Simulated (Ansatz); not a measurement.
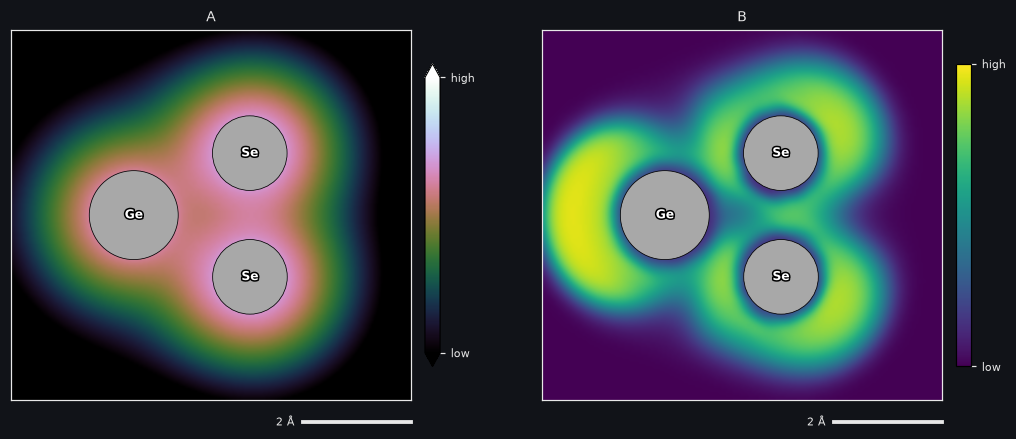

GeSe₂ (charge +1, doublet): 2 fields on the molecular plane, with unlabelled colour scales. Grey discs cover the atomic cores.

Geometry: PBE0-D4/def2-TZVP.

The calculation used Ansatz 0.2.0, UKS PBE0-D4/def2-TZVP.

**Which field does each panel show? The fields are: electron density and electron localisation function.**

Panel A: electron density. Panel B: electron localisation function. From the grid: Se–Se (2.28 Å): the density is about 0.76 e/Å³ at the midpoint; the ELF peaks at about 0.70 between the atoms. Ge–Se (2.43 Å): the density is about 0.56 e/Å³ at the midpoint; the ELF peaks at about 0.70 in the valence shell of Se, 1.1 Å from its nucleus, and is about 0.65 at the midpoint.
